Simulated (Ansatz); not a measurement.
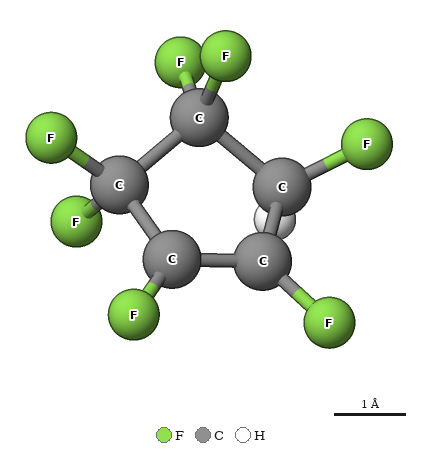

Starting structure of C5HF7 (coarse preliminary run). A ball-and-stick model, seen at a tilt.

The start comes from a force field.

The calculation used Ansatz 0.2.0, RKS PBE-D4/def2-SVP.

The input:
```yaml
crystal:
  periodic: [false, false, false]
  atoms:
    - {symbol: F, position_ang: [-1.490600, -2.190100, -0.437100]}
    - {symbol: C, position_ang: [-0.764900, -1.064400, -0.304400]}
    - {symbol: C, position_ang: [-1.030600, 0.113700, -0.904400]}
    - {symbol: F, position_ang: [-1.964800, 0.363700, -1.706700]}
    - {symbol: C, position_ang: [0.077100, 1.078700, -0.570900]}
    - {symbol: F, position_ang: [-0.334400, 2.382200, -0.427200]}
    - {symbol: F, position_ang: [1.067400, 1.064400, -1.507300]}
    - {symbol: C, position_ang: [0.637100, 0.512300, 0.750400]}
    - {symbol: F, position_ang: [-0.192500, 0.886200, 1.840600]}
    - {symbol: F, position_ang: [1.858000, 0.883100, 1.081500]}
    - {symbol: C, position_ang: [0.470000, -1.007000, 0.540900]}
    - {symbol: F, position_ang: [0.400500, -1.677300, 1.707400]}
    - {symbol: H, position_ang: [1.288100, -1.380300, -0.048100]}
basis:
  gaussian: {orbitals: def2-SVP}
hamiltonian: {xc: pbe, dispersion: d4}
relax: {f_tol: 0.03, max_steps: 200}
```

Command:
```bash
ansatz run in.yaml --threads 4 --pin off --events-out ev --progress --plain --max-ram 66560MiB --backend cuda --devices 0, --max-vram 37GiB
```

What does the optimiser find from here?

Over 7 geometry steps the energy falls by 34.9 kJ/mol. Largest force component: 2.6 eV/Å at the start, 0.018 eV/Å at the end. The atom that moves furthest after the best rigid fit is F10 (0.31 Å). By element the largest moves are F 0.31 Å, H 0.27 Å, C 0.08 Å. Near-neighbour distances that change, for instance: C3–F4 1.257 → 1.325 Å, C8–F9 1.420 → 1.353 Å, C11–H13 1.075 → 1.113 Å, C8–F10 1.318 → 1.354 Å. Among the angles between lasting bonds that change: C5–C8–F10 116.6° → 111.4°, C2–C11–H13 107.8° → 112.5°, C5–C8–C11 101.9° → 105.6°.

Final geometry:

```xyz
13

F    -1.4097   -2.2164   -0.5183
C    -0.7502   -1.0837   -0.3293
C    -0.9928    0.0978   -0.9381
F    -1.9129    0.3553   -1.8558
C     0.0193    1.1301   -0.5376
F    -0.5262    2.3423   -0.2724
F     0.9685    1.3105   -1.5069
C     0.6786    0.4861    0.7311
F     0.0498    0.9484    1.8366
F     1.9937    0.7947    0.8153
C     0.4285   -1.0427    0.6005
F     0.1467   -1.6169    1.8186
H     1.3271   -1.5403    0.1711
```

The end point in the same view:

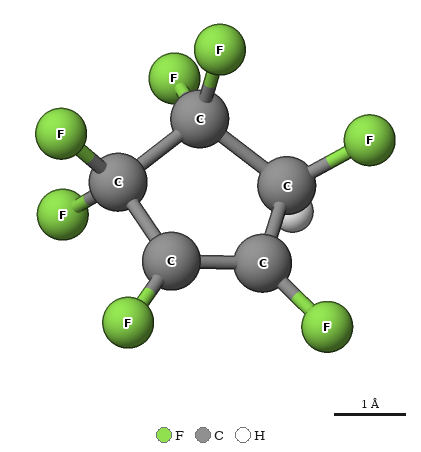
